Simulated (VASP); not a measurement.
Band structure of Rb (bcc). Method: revTPSS meta-GGA, VASP's PBE PAW potentials (set 64) (plane waves; VASP).

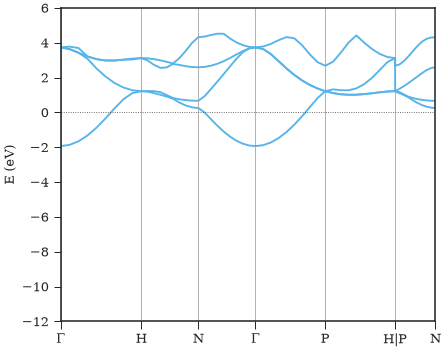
Figure: Bands along high-symmetry lines, zero at the valence-band maximum or, without a gap, the Fermi level

Read the plot: is there a gap, and where are the band edges?

It has no gap at this level: it comes out as a metal or semimetal.

The compound is Rb in the bcc structure. It was relaxed first.
